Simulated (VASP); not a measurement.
Shape and ions are relaxed at each volume.

Energy against volume of MoSi₂ (MoSi2 type). These are PW91 GGA, VASP's PBE PAW potentials (set 64) (plane waves; VASP) values and carry that method's errors.

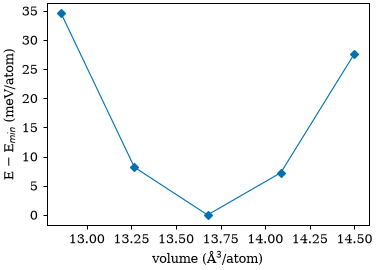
Energy against volume

### Question
Estimate the equilibrium volume and the bulk modulus.

### Answer
The minimum lies near 13.7 Å³/atom, and the curvature gives B0 of about 200 GPa.

The compound is MoSi2 in the MoSi2 type structure. It was relaxed first.
